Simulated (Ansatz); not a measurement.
## Response to strain in BeTe

Take BeTe in the zinc blende structure (space group F-43m, No. 216; a = 5.6043 Å) as the base.

Strains are applied to the cell and any free atomic positions relax.

Computed with Ansatz (a first-principles code) PBEsol, spin-orbit coupling left out.

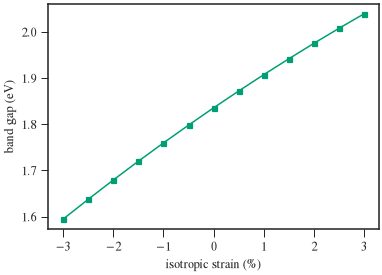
Figure. Band gap against isotropic strain

```tsv
isotropic strain (%)	band gap
-3	1.59 eV
-2.5	1.64 eV
-2	1.68 eV
-1.5	1.72 eV
-1	1.76 eV
-0.5	1.80 eV
0.5	1.87 eV
1	1.91 eV
1.5	1.94 eV
2	1.98 eV
2.5	2.01 eV
3	2.04 eV
```

With Te present, leaving out spin-orbit coupling can change the band edges. Stability against distortions was not tested.
